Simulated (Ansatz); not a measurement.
# [CF2]+ (SMILES F[C+]F): levels of theory compared

We compute a comparison of 6 runs (UB3LYP/STO-3G, UB3LYP/6-31G*, UPBE/6-31G*, UPBE0/def2-SVP, U-wB97X/cc-pVTZ, UMP2/STO-3G) of [CF2]+. 

The calculation is run with Ansatz 0.2.0.

9 further runs of the same task are left out: 3 for a known fault of the program, 6 set aside as unsound or not needed. Runs told in other sessions of the task aren't counted.

## (1) The molecule

The species is [CF2]+ (3 atoms), meant as a doublet with charge +1. As SMILES, `F[C+]F`. The shape is that of a PBE0-D4/def2-TZVP optimisation.

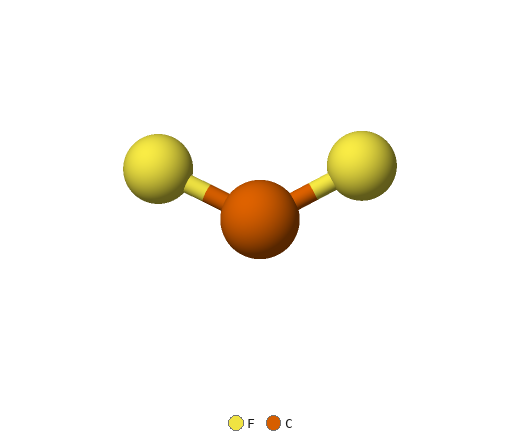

Viewed from a chosen angle; fluorine yellow, carbon orange.

## (2) Energy and gradient at UB3LYP/STO-3G (run 1)

Input file job.yaml:

```yaml
crystal:
  periodic: [false, false, false]
  atoms:
    - {symbol: F, position_ang: [0.379110, 0.972980, 0.316190]}
    - {symbol: C, position_ang: [0.275710, -0.221360, 0.127270]}
    - {symbol: F, position_ang: [-0.654830, -0.751620, -0.443470]}
basis:
  gaussian:
    orbitals: STO-3G
total_charge: 1
magnetization:
  spin_polarized: true
  initial_magnetization: 1
hamiltonian:
  xc: {name: B3LYP}
accuracy: high
output:
  forces: true
  orbitals: {seedname: orbitals}
```

On the command line:

```sh
$ ansatz run job.yaml --threads 1 --pin off --max-ram 3480MiB --events-out events.jsonl --progress --plain --runs-dir runs
```

The program printed:

```text
Warning: RAYON_NUM_THREADS=1 ignored (pool sized by the plan → 1); use --threads N
Functional definition: B3LYP
  name "B3LYP"
  parameter a0 = 0.2
  parameter ax = 0.72
  parameter ac = 0.81
  exchange = (1 - a0 - ax)*slater_x + ax*b88_x + a0*exact_x
  correlation = (1 - ac)*vwn_rpa_c + ac*lyp_c
252 factors; integrals over basis functions are off by at most 3.9e-8 eV
mean field evaluation 1: about -6365.1422 eV, gradient 1.8e1 eV
mean field evaluation 2: about -6362.4453 eV, gradient 3.0e1 eV
mean field evaluation 4: about -6367.1868 eV, gradient 1.4e-1 eV
mean field evaluation 8: about -6367.1812 eV, gradient 1.4e-3 eV
mean field evaluation 16: about -6367.1812 eV, gradient 6.0e-8 eV
mean field -6367.18123308 eV, -233.9895944851 hartree, gradient 4.1e-8 eV, S^2 0.752065; 0 other end points of the search recorded, 0 dependent functions left out
the calculation of the forces begins
reference -6367.18124731 eV, -233.9895950082 hartree; 12, 11 occupied and 3, 4 virtual orbitals, 252 factors
Total energy: -6367.18124731 eV, -233.9895950082 hartree
Atom 0 at     0.379110     0.972980     0.316190 Å, force     0.855677     7.897225     1.343826 eV/Å
Atom 1 at     0.275710    -0.221360     0.127270 Å, force     5.237043    -4.204609     2.417498 eV/Å
Atom 2 at    -0.654830    -0.751620    -0.443470 Å, force    -6.092720    -3.692616    -3.761324 eV/Å
Dipole moment:     0.058389    -0.046879     0.026953 e Å
```

Run time: 1.2 s. Hardware: 1 thread of Arm Neoverse V2, shared host.

## (3) Energy and forces at UB3LYP/6-31G(d) (spherical functions) (run 2)

Input file in.yaml:

```yaml
crystal:
  periodic: [false, false, false]
  atoms:
    - {symbol: F, position_ang: [0.379110, 0.972980, 0.316190]}
    - {symbol: C, position_ang: [0.275710, -0.221360, 0.127270]}
    - {symbol: F, position_ang: [-0.654830, -0.751620, -0.443470]}
basis:
  gaussian: {orbitals: 6-31G_st_-spherical.json}
total_charge: 1
hamiltonian: {xc: {name: B3LYP}}
accuracy: high
output: {forces: true, orbitals: {seedname: orbitals}}
magnetization: {spin_polarized: true, initial_magnetization: 1}
```

The basis set 6-31G* is read from a file made from the Basis Set Exchange's data (not shown).

On the command line:

```sh
$ ansatz run in.yaml --threads 1 --pin off --max-ram 3480MiB --events-out events.jsonl --progress --plain --runs-dir runs
```

The program printed:

```text
Warning: RAYON_NUM_THREADS=1 ignored (pool sized by the plan → 1); use --threads N
Functional definition: B3LYP
  name "B3LYP"
  parameter a0 = 0.2
  parameter ax = 0.72
  parameter ac = 0.81
  exchange = (1 - a0 - ax)*slater_x + ax*b88_x + a0*exact_x
  correlation = (1 - ac)*vwn_rpa_c + ac*lyp_c
849 factors; integrals over basis functions are off by at most 2.6e-9 eV
mean field evaluation 1: about -6450.4760 eV, gradient 4.7e1 eV
mean field evaluation 2: about -6435.2596 eV, gradient 8.5e1 eV
mean field evaluation 4: about -6456.6415 eV, gradient 8.3e-1 eV
mean field evaluation 8: about -6456.7540 eV, gradient 1.7e-2 eV
mean field evaluation 16: about -6456.7540 eV, gradient 7.2e-6 eV
mean field -6456.75398493 eV, -237.2813324010 hartree, gradient 1.9e-8 eV, S^2 0.752418; 0 other end points of the search recorded, 0 dependent functions left out
the calculation of the forces begins
reference -6456.75400233 eV, -237.2813330404 hartree; 12, 11 occupied and 30, 31 virtual orbitals, 849 factors
Total energy: -6456.75400233 eV, -237.2813330404 hartree
Atom 0 at     0.379110     0.972980     0.316190 Å, force     0.130022     1.158290     0.199587 eV/Å
Atom 1 at     0.275710    -0.221360     0.127270 Å, force     0.762018    -0.611794     0.351759 eV/Å
Atom 2 at    -0.654830    -0.751620    -0.443470 Å, force    -0.892040    -0.546497    -0.551346 eV/Å
Dipole moment:     0.146954    -0.117983     0.067836 e Å
```

It took 3.3 s on 1 thread of Arm Neoverse V2, shared host.

## (4) Energy and gradient at UPBE/6-31G(d) (spherical functions) (run 3)

Input file input.yaml:

```yaml
basis:
  gaussian:
    orbitals: 6-31G_st_-spherical.json
crystal:
  periodic: [false, false, false]
  atoms:
    - {symbol: F, position_ang: [0.379110, 0.972980, 0.316190]}
    - {symbol: C, position_ang: [0.275710, -0.221360, 0.127270]}
    - {symbol: F, position_ang: [-0.654830, -0.751620, -0.443470]}
total_charge: 1
magnetization:
  spin_polarized: true
  initial_magnetization: 1
hamiltonian:
  xc: pbe
accuracy: high
output: {forces: true, orbitals: {seedname: orbitals}}
```

The basis set 6-31G* is read from a file made from the Basis Set Exchange's data (not shown).

On the command line:

```sh
$ ansatz run input.yaml --threads 1 --pin off --max-ram 3480MiB --events-out events.jsonl --progress --plain --runs-dir runs
```

The program printed:

```text
Warning: RAYON_NUM_THREADS=1 ignored (pool sized by the plan → 1); use --threads N
Functional definition: PBE
  name "PBE"
  parameter kappa = 0.804
  parameter beta = 0.06672455060314922
  exchange = pbe_x(kappa = kappa, mu = beta*pi^2/3)
  correlation = pbe_c(beta = beta)
849 factors; integrals over basis functions are off by at most 2.6e-9 eV
mean field evaluation 1: about -6444.2925 eV, gradient 4.8e1 eV
mean field evaluation 2: about -6417.4273 eV, gradient 1.0e2 eV
mean field evaluation 4: about -6450.7554 eV, gradient 1.5e0 eV
mean field evaluation 8: about -6450.7608 eV, gradient 6.2e-3 eV
mean field evaluation 16: about -6450.7608 eV, gradient 1.2e-7 eV
mean field -6450.76081018 eV, -237.0610872913 hartree, gradient 2.3e-8 eV, S^2 0.752436; 0 other end points of the search recorded, 0 dependent functions left out
the calculation of the forces begins
reference -6450.76081131 eV, -237.0610873329 hartree; 12, 11 occupied and 30, 31 virtual orbitals, 849 factors
Total energy: -6450.76081131 eV, -237.0610873329 hartree
Atom 0 at     0.379110     0.972980     0.316190 Å, force     0.217893     1.917374     0.331850 eV/Å
Atom 1 at     0.275710    -0.221360     0.127270 Å, force     1.257813    -1.009847     0.580625 eV/Å
Atom 2 at    -0.654830    -0.751620    -0.443470 Å, force    -1.475705    -0.907527    -0.912476 eV/Å
Dipole moment:     0.122078    -0.098011     0.056353 e Å
```

Run time: 2.5 s. Hardware: 1 thread of Arm Neoverse V2, shared host.

Runs 4 to 5 aren't shown in full; the table further down has their settings and results.

## (5) Energy and forces at UMP2/STO-3G (run 6)

Input file job.yaml:

```yaml
crystal:
  periodic: [false, false, false]
  atoms:
    - symbol: F
      position_ang: [0.379110, 0.972980, 0.316190]
    - symbol: C
      position_ang: [0.275710, -0.221360, 0.127270]
    - symbol: F
      position_ang: [-0.654830, -0.751620, -0.443470]
basis:
  gaussian:
    orbitals: STO-3G
total_charge: 1
magnetization:
  spin_polarized: true
  initial_magnetization: 1
correlation:
  method: mp2
  frozen_orbitals: {C: 1, F: 1}
accuracy: high
output:
  forces: true
  orbitals: {seedname: orbitals}
```

On the command line:

```sh
$ ansatz run job.yaml --threads 1 --pin off --max-ram 3480MiB --events-out events.jsonl --progress --plain --runs-dir runs
```

The program printed:

```text
Warning: RAYON_NUM_THREADS=1 ignored (pool sized by the plan → 1); use --threads N
Functional definition: HF
  name "HF"
  exchange = exact_x
  correlation = 0
252 factors; integrals over basis functions are off by at most 3.9e-8 eV
mean field evaluation 1: about -6339.0686 eV, gradient 2.3e1 eV
mean field evaluation 2: about -6339.1573 eV, gradient 2.3e1 eV
mean field evaluation 4: about -6342.7318 eV, gradient 1.8e0 eV
mean field evaluation 8: about -6342.7904 eV, gradient 3.0e-4 eV
mean field evaluation 16: about -6342.7872 eV, gradient 2.7e-8 eV
mean field -6342.78718579 eV, -233.0931297820 hartree, gradient 2.7e-8 eV, S^2 0.757280; 0 other end points of the search recorded, 0 dependent functions left out
3 core orbitals not correlated: weight in the atoms' cores, before any rotation towards them, 1.000 or more for the frozen orbitals, at most 0.000 for the correlated occupied ones
reference -6342.78718579 eV, -233.0931297820 hartree; 9, 8 occupied and 3, 4 virtual orbitals, 252 factors
second order -3.03326167 eV of doubles, -0.00000000 eV of singles
the calculation of the forces begins
Total energy: -6345.82044745 eV, -233.2046000924 hartree
Atom 0 at     0.379110     0.972980     0.316190 Å, force     0.760318     6.838155     1.174283 eV/Å
Atom 1 at     0.275710    -0.221360     0.127270 Å, force     4.508538    -3.619722     2.081209 eV/Å
Atom 2 at    -0.654830    -0.751620    -0.443470 Å, force    -5.268856    -3.218433    -3.255492 eV/Å
Dipole moment:     0.085276    -0.068465     0.039365 e Å
```

It took 0.16 s on 1 thread of Arm Neoverse V2, shared host.

## (6) The series

```
run                                level  frozen core orbitals  energy (Eh)  HOMO energy (eV)  LUMO energy (eV)   ⟨S²⟩  wall time
  1                        UB3LYP/STO-3G                     –  -233.989595            -16.63            -11.94  0.752      1.2 s
  2  UB3LYP/6-31G* (spherical functions)                     –  -237.281333            -18.66            -13.54  0.752      3.3 s
  3    UPBE/6-31G* (spherical functions)                     –  -237.061087            -16.92            -14.17  0.752      2.5 s
  4                       UPBE0/def2-SVP                     –  -236.875043            -19.20            -13.04  0.753      2.9 s
  5                      U-wB97X/cc-pVTZ                     –  -237.327801            -21.54            -10.86  0.753       22 s
  6                          UMP2/STO-3G                     3  -233.204600            -22.53             -6.08  0.757     0.16 s
```

## (7) Summary of results

| quantity | value |
| --- | --- |
| run 6: total energy | -233.20460 Eh |
| run 6: HOMO energy (Hartree–Fock orbitals) (highest over α and β) | -22.53 eV |
| run 6: LUMO energy (Hartree–Fock orbitals) (lowest over α and β) | -6.08 eV |
| run 6: correlation energy (3 core orbitals frozen) | -111.5 mEh |
| run 6: ⟨S²⟩ of the reference determinant | 0.757 |
| run 6: largest force on an atom | 6.980 eV/Å |

What this shows: Totals of different functionals can't be ranked against each other. In runs 1, 6 the basis is minimal, so the values are rough. All runs together took 32 s, the longest 22 s.
